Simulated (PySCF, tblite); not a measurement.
# C₆H₁₀OSi: geometry, infrared bands and NMR shifts

Aim: predict the infrared bands and NMR shifts of C₆H₁₀OSi (`CO[Si]1(C)C=CC=C1`).

Computed with tblite 0.8.0 and PySCF 2.14.0, with density-fitted response routines of our own, on a single molecule in the gas phase. Atoms count from 0, in the outputs and in this text.

### 1 Starting geometry

18 atoms, charge 0, multiplicity 1; geometry from: force field or distance geometry start.

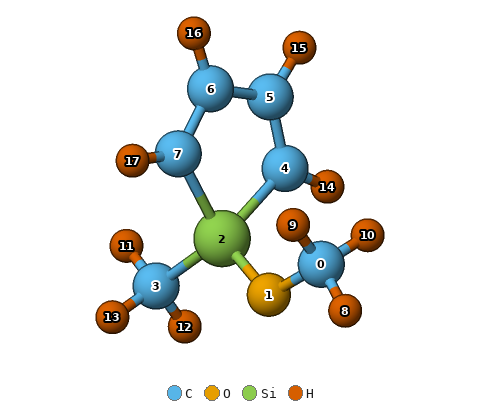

The starting geometry (carbon blue, oxygen amber, silicon green, hydrogen orange), atoms numbered.

### 2 Geometry optimisation with GFN2-xTB

The job: settings as JSON, then the geometry in Å.

```
{"job": {"kind": "relax", "xc": "GFN2-xTB", "basis": "xTB"}, "charge": 0, "multiplicity": 1}
C      2.395000     0.507200     0.500200
O      1.743900    -0.648200    -0.013000
Si     0.111400    -0.660300    -0.221300
C     -0.591400    -2.225200    -0.893900
C     -0.532100     0.858100    -1.148700
C     -1.313000     1.625200    -0.371700
C     -1.488600     1.139900     0.984100
C     -0.849200    -0.010800     1.276300
H      3.464200     0.300200     0.571100
H      2.026000     0.757800     1.511300
H      2.251600     1.362400    -0.174000
H     -1.680300    -2.177400    -1.007700
H     -0.163900    -2.474300    -1.851200
H     -0.374900    -3.070600    -0.215500
H     -0.272300     1.045500    -2.185300
H     -1.780500     2.546100    -0.684700
H     -2.096900     1.684500     1.702400
H     -0.857900    -0.553600     2.209800
```

Launch:

```console
$ OMP_NUM_THREADS=1 python probes_run.py task.json out
```

This one command runs all jobs of the session in turn.

**Question.** This job is followed by: GFN2-xTB harmonic vibrations, gas phase; GIAO PBE0/pcSseg-1 NMR shielding, non-relativistic, gas phase. What will the session give for the following? strongest single infrared mode (GFN2-xTB); zero-point energy (GFN2-xTB); 13C shifts against TMS (PBE0/pcSseg-1, means over atoms taken as alike); 1H shifts against TMS (PBE0/pcSseg-1, means over atoms taken as alike); 17O shifts against H2O (PBE0/pcSseg-1); 29Si shifts against TMS (PBE0/pcSseg-1).

**Answer**, as computed:

| quantity | value |
| --- | --- |
| strongest single infrared mode (GFN2-xTB) | 1126 cm⁻¹, 204 km/mol |
| zero-point energy (GFN2-xTB) | 89.4 kcal/mol |
| 13C shifts against TMS (PBE0/pcSseg-1, means over atoms taken as alike) | 155.3, 134.3, 53.3, -4.2 ppm |
| 1H shifts against TMS (PBE0/pcSseg-1, means over atoms taken as alike) | 7.09, 5.81, 3.77, 0.28 ppm |
| 17O shifts against H2O (PBE0/pcSseg-1) | 6.9 ppm |
| 29Si shifts against TMS (PBE0/pcSseg-1) | 5.6 ppm |

**Reading.** Over 63 steps the energy fell by 0.223 eV; of the close pairs, Si2–C3 changed most, 1.843 to 1.890 Å. No mode is imaginary among the 48: a minimum at this level. GFN2-xTB is a fitted tight-binding method: band positions and strengths are rough. Its intensities can rank the bands wrongly.
